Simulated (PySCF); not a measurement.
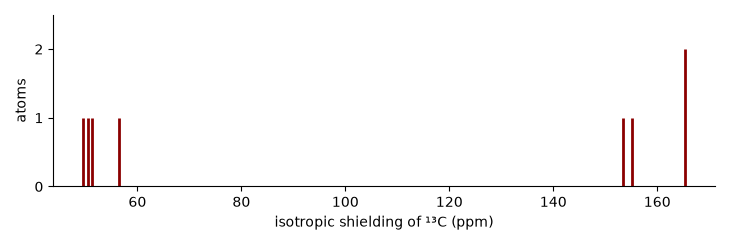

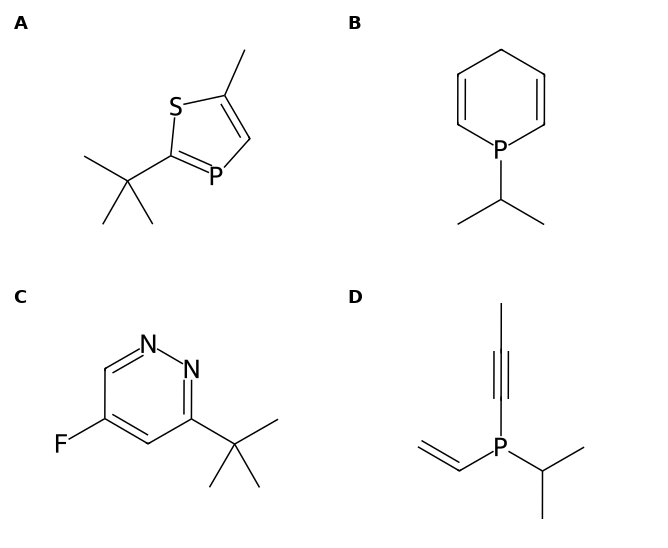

The sticks are computed shieldings of one of the molecules, for one fixed geometry (GFN2-xTB) without averaging over rotations. Low shielding means a high chemical shift. Method: GIAO PBE0/pcSseg-1 NMR shielding, non-relativistic, gas phase (PySCF 2.14.0).

### Which molecule gives this pattern?

B, `CC(C)P1C=CCC=C1`. Its 8 C atoms give lines at 49.6, 50.5, 51.3, 56.5, 153.3, 155.1, 165.3 (2 atoms) ppm.

The geometry is semi-empirical. Around P such bond lengths and angles can be off by a tenth of an ångström or more and by several degrees, and values that hang on the shape move with them.
